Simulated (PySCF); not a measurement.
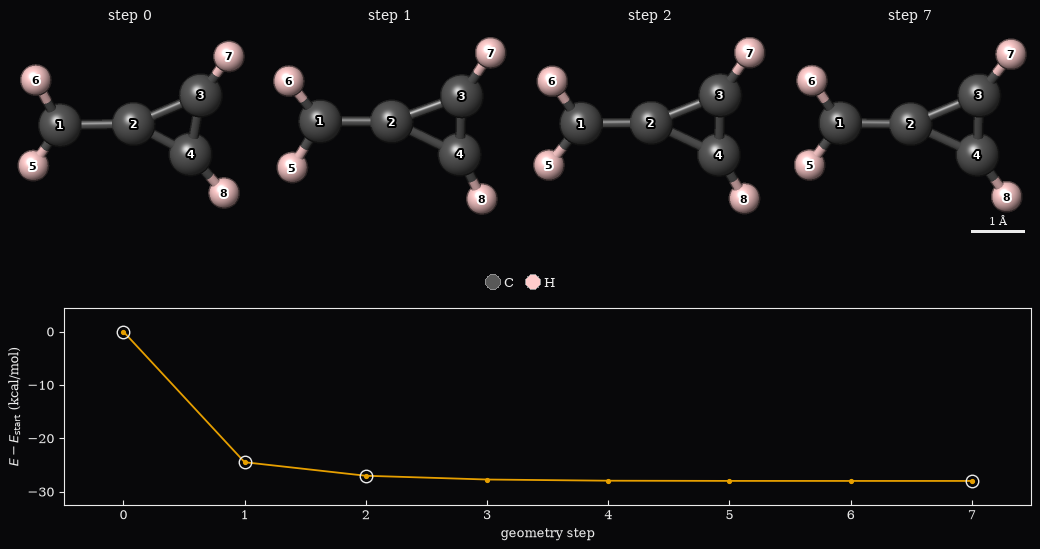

Frames of a relaxation of C4H4, marked on the history of the run. A ball-and-stick model, seen at a tilt.

The start comes from MMFF94s. Its atoms were then displaced at random by about 0.03 Å.

Method: PBE0-D3(BJ)/def2-SVP geometry optimisation, gas phase in PySCF 2.14.0, density-fitted response routines. 

Describe the path.

The atom that moves furthest after the best rigid fit is C4 (0.13 Å). By element the largest moves are C 0.13 Å, H 0.10 Å. Among the contacts that change: C2–C4 1.270 → 1.439 Å, C1–H5 1.005 → 1.092 Å, C1–C2 1.391 → 1.331 Å, C1–H6 1.128 → 1.092 Å. Among the angles between lasting bonds that change: C3–C4–H8 135.5° → 147.9°, C2–C4–H8 158.1° → 149.4°, C4–C3–H7 156.6° → 148.0°. Over 7 geometry steps the energy falls by 28.0 kcal/mol. From step 0 to 1: C4 moves most (0.17 Å), energy −24.5 kcal/mol. From step 1 to 2: H5 moves most (0.08 Å), energy −2.54 kcal/mol. From step 2 to 7: H8 moves most (0.06 Å), energy −0.97 kcal/mol.
